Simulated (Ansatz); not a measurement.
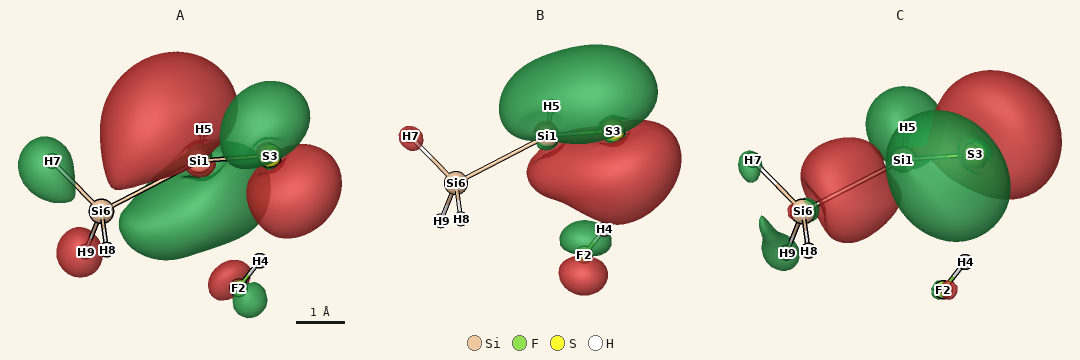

*H4SSi2···HF. Three frontier orbitals at ±0.08 Å⁻³ᐟ² (green and red are the two phases), in no order.*

A transition-state structure; geometry: PBE0-D4/def2-TZVP.

Theory: Ansatz, RKS PBE0-D4/def2-TZVPP.

```yaml
atoms:
  - { symbol: Si, position_ang: [-0.8676, 0.8283, -0.0212] }
  - { symbol: F, position_ang: [-0.4241, -1.2475, -1.8330] }
  - { symbol: S, position_ang: [-0.6634, 1.8868, -1.6616] }
  - { symbol: H, position_ang: [-0.3738, -0.3731, -2.1732] }
  - { symbol: H, position_ang: [-2.1855, 0.7186, 0.6691] }
  - { symbol: Si, position_ang: [0.8705, -0.2908, 1.0765] }
  - { symbol: H, position_ang: [1.1640, 0.4495, 2.3338] }
  - { symbol: H, position_ang: [2.0613, -0.3074, 0.1964] }
  - { symbol: H, position_ang: [0.4186, -1.6644, 1.4132] }
```

Question: Which picture is the HOMO−1, the HOMO and the LUMO?

Answer: B is the HOMO−1 (−8.23 eV). By Hirshfeld shares it lies mainly on S3 (about 65 %) and Si1 (about 20 %). C is the HOMO (−7.18 eV). By Hirshfeld shares it lies mainly on S3 (about 70 %), Si1 (about 15 %) and Si6 (about 5 %); largely a lone pair of S3. A is the LUMO (−2.80 eV). Its weight (Hirshfeld) is mainly on Si1 (about 55 %), S3 (about 20 %) and Si6 (about 10 %).

Question: What is the HOMO–LUMO gap?

Answer: 4.38 eV between the orbital energies.
